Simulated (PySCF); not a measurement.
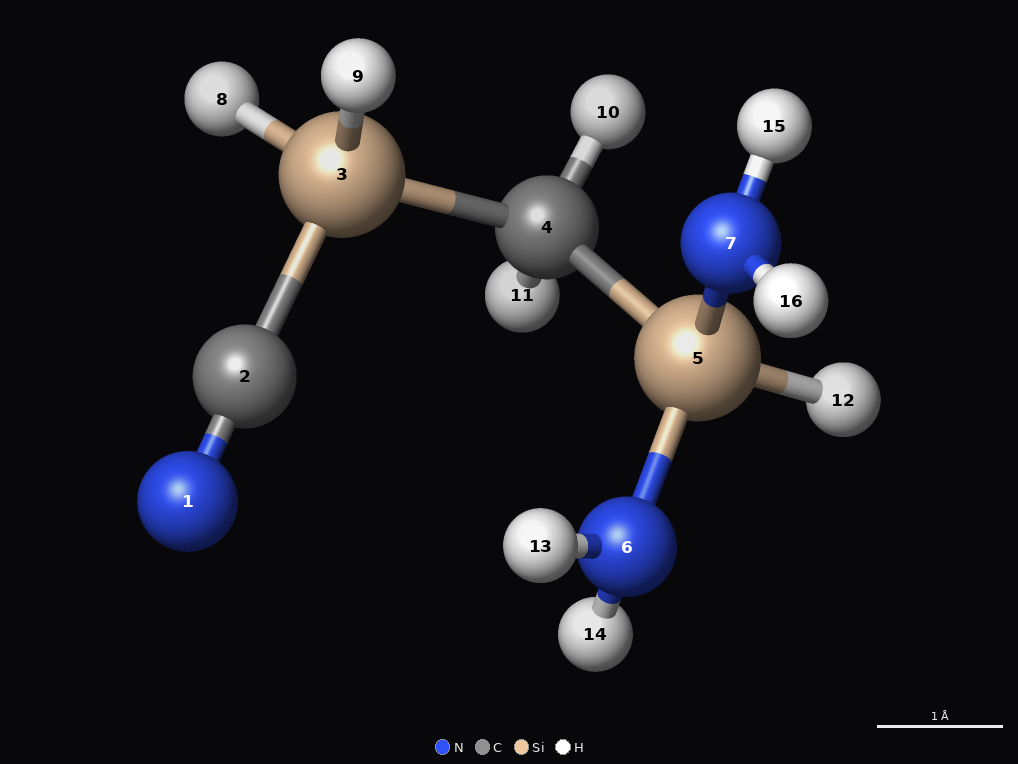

The view is orthographic, and the bar gives the scale. Computed geometry: GFN2-xTB optimisation. No frequency run is at hand to confirm it as a minimum.

Write Cartesian coordinates in Å in the frame of the picture: x to the right, y up, z towards the viewer, origin at the mean of the atomic positions.

```xyz
16
C2H9N3Si2
N   -2.82  -1.51   0.48
C   -2.37  -0.51   0.16
Si  -1.58   1.11  -0.35
C    0.06   0.69  -1.18
Si   1.27  -0.36  -0.13
N    0.70  -1.87   0.45
N    1.54   0.57   1.30
H   -2.55   1.72  -1.28
H   -1.45   1.91   0.87
H    0.55   1.62  -1.48
H   -0.14   0.15  -2.11
H    2.44  -0.69  -0.96
H    0.01  -1.86   1.19
H    0.45  -2.57  -0.22
H    1.89   1.50   1.21
H    2.02   0.10   2.06
```
